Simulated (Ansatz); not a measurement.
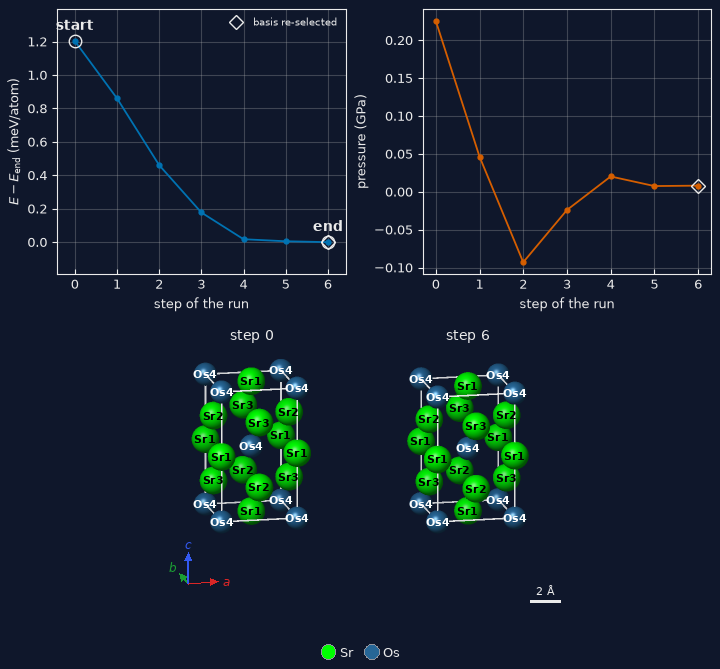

First and last geometry of a relaxation of crystalline Sr₃Os (built on the TiAl3 (D0_22)_139 type), with the history of the run. Style: spheres-only. Shown: the conventional cell (2 times the calculation's cell), slightly off an axis. Lengths and directions refer to the drawn axes.

Case: TiAl3 (D0_22) type (I4/mmm, No. 139).

The calculation used Ansatz, DFT PBE, scalar-relativistic, plane waves, PAW.

The input:
```yaml
crystal:
  lattice:
    - [-2.6052642658, 2.6052642658, 4.5034947467]
    - [2.6052642658, -2.6052642658, 4.5034947467]
    - [2.6052642658, 2.6052642658, -4.5034947467]
  atoms:
    - { symbol: Sr, position: [0.5, 0.5, 0.0] }
    - { symbol: Sr, position: [0.25, 0.75, 0.5] }
    - { symbol: Sr, position: [0.75, 0.25, 0.5] }
    - { symbol: Os, position: [0.0, 0.0, 0.0] }
basis:
  ecutwfc: 420
kpoints:
  mp_grid: { grid: [12, 12, 12] }
hamiltonian:
  xc: pbe
scf:
  occupations: { method: gaussian, width: 0.1 }
output:
  forces: true
  stress: true
  eigenvalues: true
relax:
  adjacent_minimum: "off"
  f_tol: 0.01
  max_steps: 80
  cell: { stress_tol: 0.05 }
```

Command:
```bash
ansatz run input.yaml --threads 1 --pin off --max-ram 2560MiB --backend cpu --events-out ev --progress --plain --runs-dir out
```

> Read the history and describe the run.

It converged. After 5 accepted moves (6 points after the start) the energy has fallen by 1.2 meV per atom. All forces vanish by symmetry, so only the cell relaxes. Pressure: 0.23 GPa at the start and 0.01 GPa at the end. The SCF was repeated once at an unchanged geometry on a basis and grid sized afresh for the cell, which shifted the energy by less than 0.05 meV per atom at most. The atoms keep their places relative to the cell (all moves are under 0.005 Å). Cell: a = b 5.211 → 5.329 Å (+2.3 %), c 9.007 → 8.656 Å (−3.9 %). Volume +0.5 %. Near-neighbour distances that change, for instance: Sr1–Os4 3.684 → 3.768 Å, Sr2–Sr3 3.684 → 3.768 Å, Sr2–Os4 3.444 → 3.432 Å, Sr1–Sr2 3.444 → 3.432 Å. The space group stays I4/mmm (No. 139).

```
step  E − E(0), meV/atom  pressure, GPa  volume, Å³/atom                      note
   0                0.00           0.23           30.567                          
   1               -0.34           0.05           30.738                          
   2               -0.74          -0.09           30.862                          
   3               -1.03          -0.02           30.778                          
   4               -1.19           0.02           30.716                          
   5               -1.20           0.01           30.724                          
   6               -1.20           0.01           30.724  same geometry, new basis
```
